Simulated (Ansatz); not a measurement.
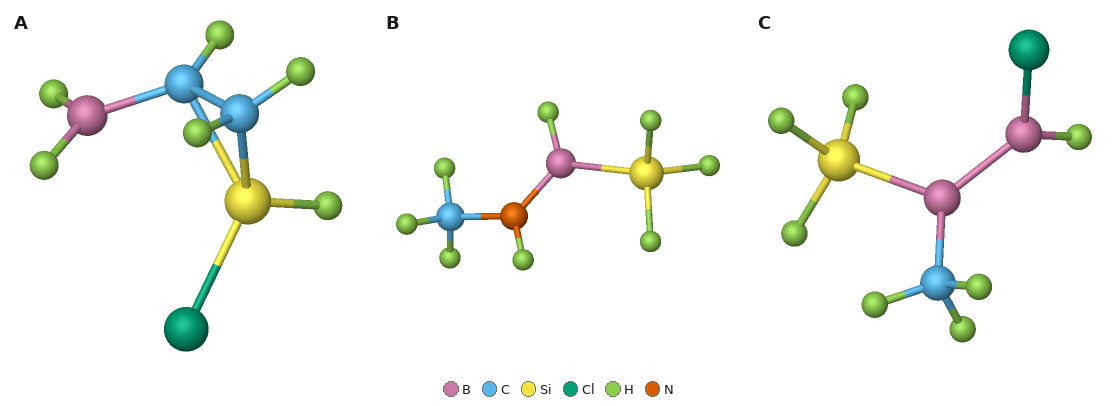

Simulated data, not a measurement (program: Ansatz).

Which panel belongs to which SMILES?
(1) CNB[SiH3]
(2) B[C@H]1C[Si@H]1Cl
(3) CB([SiH3])BCl

A is (2), B is (1), C is (3).
